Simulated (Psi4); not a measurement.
# CH3B (SMILES B[CH]) at 6 levels

We compute a comparison of 6 runs (HF/STO-6G, UHF/pcseg-0, UHF/def2-SVP, UTPSSh/6-31G*, USCS-OMP2/pcseg-1) of CH3B. 

Program for the calculation: Psi4 1.11.

2 further runs of the same task are left out: 2 set aside as unsound or not needed.

**1. Starting point**

The species is CH3B (5 atoms), meant as a triplet with charge 0. SMILES: `B[CH]`. The shape is that of a GFN2-xTB optimisation.

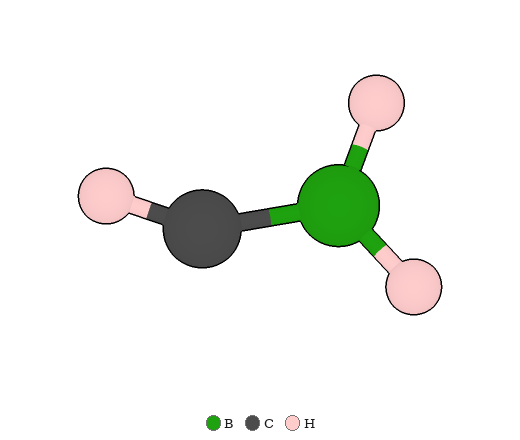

The structure, seen from a chosen angle (boron green, carbon dark grey, hydrogen pink).

**2. Energy and one-electron properties at HF/STO-6G (density fitting, IEF-PCM carbon tetrachloride) (run 1)**

run.py reads:

```python
import psi4

psi4.set_memory(1600000000)
psi4.set_num_threads(1)
psi4.set_output_file('run.log', False)

mol = psi4.geometry("""
0 3
B     -0.66603397    -0.75853607    -0.13485086
C      0.95911160     1.47313600    -0.26828442
H     -0.58307500    -2.11318624     1.63805240
H     -2.08742927    -1.27129435    -1.76003422
H      2.37742664     2.66989956     0.52511710
units au
symmetry c1
""")

options = {'reference': 'cuhf', 'guess': 'gwh', 'maxiter': 80, 'pcm': True}
psi4.set_options(options)
psi4.pcm_helper("""
  Units = Angstrom
  Medium {
    SolverType = IEFPCM
    Solvent = CCl4
  }
  Cavity {
    Type = GePol
    RadiiSet = UFF
    Scaling = False
    Area = 0.3
    Mode = Implicit
  }
""")

result, w = psi4.energy('hf/STO-6G', return_wfn=True)
psi4.oeprop(w, 'MBIS_CHARGES', 'NO_OCCUPATIONS')
print(f'hf/STO-6G energy: {result:.10f} Eh')
```

Command:

```sh
$ python run.py
```

run.log:

```text
[...]
  Running in c1 symmetry.
[...]
  Nuclear repulsion =   22.748848452436324
[...]
  Multiplicity = 3
[...]
  Nalpha       = 8
  Nbeta        = 6
[...]
    Number of basis functions: 13
[...]
   @DF-CUHF iter   1:   -63.36645254414739   -6.33665e+01   6.12695e-02 ADIIS/DIIS
[...]
   @DF-CUHF iter  12:   -64.01577159431268   -5.98290e-08   7.01184e-07 DIIS
[...]
  @S^2 Observed:               2.00000
[...]
  @DF-CUHF Final Energy:   -64.01577159431268
   => Energetics <=
    Nuclear Repulsion Energy =             22.7488484524363237
    One-Electron Energy =                -130.7240351493856849
    Two-Electron Energy =                  43.9599661846611696
    PCM Polarization Energy =              -0.0005510820244900
    Total Energy =                        -64.0157715943126817
[...]
 Multipole Moments:
 ------------------------------------------------------------------------------------
     Multipole            Electronic (a.u.)      Nuclear  (a.u.)        Total (a.u.)
 ------------------------------------------------------------------------------------
 L = 1.  Multiply by 2.5417464519 to convert [e a0] to [Debye]
 Dipole X            :          0.1853000            0.0440709            0.2293708
 Dipole Y            :          0.5544394           -0.2968814            0.2575581
 Dipole Z            :         -0.3801323            0.4304268            0.0502945
 Magnitude           :                                                    0.3485351
[...]
```

Standard output:

```text
hf/STO-6G energy: -64.0157715943 Eh
```

Run time: 2.8 s. Hardware: 1 thread of INTEL XEON PLATINUM 8581C at 2.30GHz (Emerald Rapids), shared host; peak memory 0.22 GiB.

Atomic charges (e):

| atom | MBIS |
| --- | --- |
| B1 | +0.568 |
| C2 | -0.275 |
| H3 | -0.206 |
| H4 | -0.200 |
| H5 | +0.114 |

**3. The response to a field at UHF/pcseg-0 (density fitting with cc-pvdz-jkfit) (run 2)**

run.py reads:

```python
import psi4

psi4.set_memory(1600000000)
psi4.set_num_threads(1)
psi4.core.set_output_file('output.dat', False)

geom = psi4.geometry("""
0 3
B
C 1 1.462604
H 1 1.181517 2 120.42239
H 1 1.174309 3 117.71873 2 -179.97203
H 2 1.068014 1 150.80989 4 179.97404
""")

options = {'basis': 'pcseg-0', 'reference': 'uhf', 'scf_type': 'df', 'df_basis_scf': 'cc-pvdz-jkfit'}
psi4.set_options(options)

energy_value, wavefunction = psi4.properties('hf', properties=['dipole_polarizabilities'], molecule=geom, return_wfn=True)
print(f'total energy {energy_value:.8f} hartree = {energy_value * 27.211386:.5f} eV')
for k, v in sorted(psi4.core.scalar_variables().items()):
    print(f'{k:45s} {v:18.10f}')
```

Command:

```sh
$ python run.py
```

output.dat:

```text
[...]
  Running in c1 symmetry.
[...]
  Nuclear repulsion =   22.748851701930988
[...]
  Multiplicity = 3
[...]
  Nalpha       = 8
  Nbeta        = 6
[...]
    Number of basis functions: 24
[...]
   @DF-UHF iter   1:   -63.97651590696641   -9.31326e-01   6.46298e-03 ADIIS/DIIS
[...]
   @DF-UHF iter  10:   -64.01843723395081   -2.36687e-09   3.93626e-07 DIIS
[...]
   @S^2 Observed:                2.015086813E+00
[...]
  @DF-UHF Final Energy:   -64.01843723395081
   => Energetics <=
    Nuclear Repulsion Energy =             22.7488517019309882
    One-Electron Energy =                -129.7039266376911257
    Two-Electron Energy =                  42.9366377018093246
    Total Energy =                        -64.0184372339508059
  UHF NO Occupations:
  HONO-2 :    6  A 1.9942153
  HONO-1 :    7  A 1.0000000
[...]
 Multipole Moments:
 ------------------------------------------------------------------------------------
     Multipole            Electronic (a.u.)      Nuclear  (a.u.)        Total (a.u.)
 ------------------------------------------------------------------------------------
 L = 1.  Multiply by 2.5417464519 to convert [e a0] to [Debye]
 Dipole X            :         -0.0005856            0.0004141           -0.0001714
 Dipole Y            :         -0.2802634            0.4693842            0.1891208
 Dipole Z            :          0.5387200           -0.2345770            0.3041430
 Magnitude           :                                                    0.3581476
[...]
```

On the terminal:

```text
total energy -64.01843723 hartree = -1742.03041 eV
CURRENT ENERGY                                    -64.0184372340
CURRENT REFERENCE ENERGY                          -64.0184372340
DD SOLVATION ENERGY                                 0.0000000000
DIPOLE POLARIZABILITY XX                           11.2535204503
DIPOLE POLARIZABILITY XY                           -0.0018334222
DIPOLE POLARIZABILITY XZ                           -0.0014883295
DIPOLE POLARIZABILITY YX                           -0.0018336100
DIPOLE POLARIZABILITY YY                           19.0985703895
DIPOLE POLARIZABILITY YZ                            1.1196238936
DIPOLE POLARIZABILITY ZX                           -0.0014883649
DIPOLE POLARIZABILITY ZY                            1.1196237495
DIPOLE POLARIZABILITY ZZ                           27.1967883529
HF KINETIC ENERGY                                  64.0766848391
HF POTENTIAL ENERGY                              -128.0951220730
HF TOTAL ENERGY                                   -64.0184372340
HF VIRIAL RATIO                                     1.9990909704
NUCLEAR REPULSION ENERGY                           22.7488517019
ONE-ELECTRON ENERGY                              -129.7039266377
PCM POLARIZATION ENERGY                             0.0000000000
PE ENERGY                                           0.0000000000
SCF ITERATION ENERGY                              -64.0184372340
SCF ITERATIONS                                     10.0000000000
SCF TOTAL ENERGY                                  -64.0184372340
TWO-ELECTRON ENERGY                                42.9366377018
```

It took 1.1 s on 1 thread of INTEL XEON PLATINUM 8581C at 2.30GHz (Emerald Rapids), shared host; peak memory 0.18 GiB.

Runs 3 to 5 aren't shown in full; the table further down has their settings and results.

**4. The energy at USCS-OMP2/pcseg-1 (DKH2) (run 6)**

job.py reads:

```python
import psi4

psi4.set_memory('1600 MB')
psi4.set_num_threads(1)
psi4.core.set_output_file('ch3b.out', False)

mol = psi4.geometry("""
0 3
B     -0.66603397    -0.75853607    -0.13485086
C      0.95911160     1.47313600    -0.26828442
H     -0.58307500    -2.11318624     1.63805240
H     -2.08742927    -1.27129435    -1.76003422
H      2.37742664     2.66989956     0.52511710
units au
""")

options = {'basis': 'pcseg-1', 'reference': 'uhf', 'scf_type': 'pk', 'mp2_type': 'conv', 'relativistic': 'dkh', 'dkh_order': 2}
psi4.set_options(options)

energy_value = psi4.energy("scs-omp2")
print(f'scs-omp2 energy: {energy_value:.10f} Eh')
```

Command:

```sh
$ python job.py
```

ch3b.out:

```text
[...]
  Running in c1 symmetry.
[...]
  Nuclear repulsion =   22.748848452436324
[...]
  Multiplicity = 3
[...]
  Nalpha       = 8
  Nbeta        = 6
[...]
    Number of basis functions: 43
[...]
   @UHF iter   1:   -64.14032368141930   -9.81554e-01   4.41752e-03 ADIIS/DIIS
[...]
   @UHF iter  13:   -64.19343477533693   -2.27374e-12   6.44911e-09 DIIS
[...]
   @S^2 Observed:                2.014952140E+00
[...]
  @UHF Final Energy:   -64.19343477533693
   => Energetics <=
    Nuclear Repulsion Energy =             22.7488484524363237
    One-Electron Energy =                -130.0962499688677951
    Two-Electron Energy =                  43.1539667410945498
    Total Energy =                        -64.1934347753369252
  UHF NO Occupations:
  HONO-2 :    6  A 1.9940191
  HONO-1 :    7  A 1.0000000
[...]
 Multipole Moments:
 ------------------------------------------------------------------------------------
     Multipole            Electronic (a.u.)      Nuclear  (a.u.)        Total (a.u.)
 ------------------------------------------------------------------------------------
 L = 1.  Multiply by 2.5417464519 to convert [e a0] to [Debye]
 Dipole X            :          0.1992003            0.0440709            0.2432712
 Dipole Y            :          0.4981828           -0.2968814            0.2013015
 Dipole Z            :         -0.2898974            0.4304268            0.1405294
 Magnitude           :                                                    0.3456178
[...]
	SCS-MP2 Total Energy (a.u.)        :   -64.36814607455727
	SOS-MP2 Total Energy (a.u.)        :   -64.36999586182388
[...]
	MP2 Total Energy (a.u.)            :   -64.36653354051049
[...]
	SCS-OMP2 Total Energy (a.u.)       :   -64.37001697617941
	SOS-OMP2 Total Energy (a.u.)       :   -64.35785817239696
[...]
	OMP2 Total Energy (a.u.)           :   -64.36653354051683
[...]
```

The script printed:

```text
scs-omp2 energy: -64.3700169762 Eh
```

It took 3.6 s on 1 thread of INTEL XEON PLATINUM 8581C at 2.30GHz (Emerald Rapids), shared host; peak memory 0.21 GiB.

**5. All runs side by side**

| run | level | task | radii | energy (Eh) | dipole moment (D) | HOMO energy (eV) | LUMO energy (eV) | wall time |
| --- | --- | --- | --- | --- | --- | --- | --- | --- |
| 1 | HF/STO-6G (density fitting, IEF-PCM carbon tetrachloride) | properties | UFF | -64.015772 | 0.89 | -9.06 | 4.77 | 2.8 s |
| 2 | UHF/pcseg-0 (density fitting with cc-pvdz-jkfit) | polarizability | – | -64.018437 | 0.91 | -10.60 | 0.81 | 1.1 s |
| 3 | UHF/def2-SVP | energy | – | -64.141013 | 0.94 | -10.62 | 0.94 | 1.2 s |
| 4 | UTPSSh/6-31G* (spherical functions) | gradient | – | -64.622160 | 1.15 | -6.01 | -3.70 | 16 s |
| 5 | USCS-OMP2/pcseg-1 | energy | – | -64.348628 | – | -10.58 | 0.75 | 3.6 s |
| 6 | USCS-OMP2/pcseg-1 (DKH2) | energy | – | -64.370017 | – | -10.58 | 0.75 | 3.6 s |

**6. What came out**

| quantity | value |
| --- | --- |
| run 6: total energy | -64.37002 Eh |
| run 6: HOMO energy (Hartree–Fock orbitals) (highest over α and β) | -10.58 eV |
| run 6: LUMO energy (Hartree–Fock orbitals) (lowest over α and β) | 0.75 eV |
| run 6: correlation energy | -176.6 mEh |
| run 6: ⟨S²⟩ of the reference determinant | 2.015 |

Over runs 1, 2, 3, 4 the dipole moment (its size) runs from 0.89 D (HF/STO-6G) to 1.15 D (UTPSSh/6-31G*). The two ends differ in method and basis and solvent. In run 1 the basis is minimal, so the values are rough. All runs together took 28 s, the longest 16 s.
